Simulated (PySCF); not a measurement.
Ionisation energy of W⁺ ([Xe] 4f¹⁴ 5d⁴ 6s → [Xe] 4f¹⁴ 5d⁴). PySCF, x2c-TZVPPall plus 1 diffuse shell for each l, spin-free X2C-1e, unrestricted single determinants, no spin-orbit coupling.

By method:

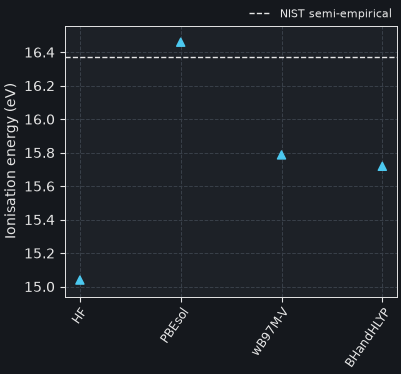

```
   Method  Ionisation energy (eV)
       HF                   15.04
   PBEsol                   16.46
  wB97M-V                   15.79
BHandHLYP                   15.72
```

The values run from 15.04 eV (HF) to 16.46 eV (PBEsol). The NIST semi-empirical value is 16.37 ± 0.1 eV; nearest to it come PBEsol (+0.09) and wB97M-V (−0.58), furthest HF (−1.33 eV).

Known limits: spin-orbit shift not estimated.
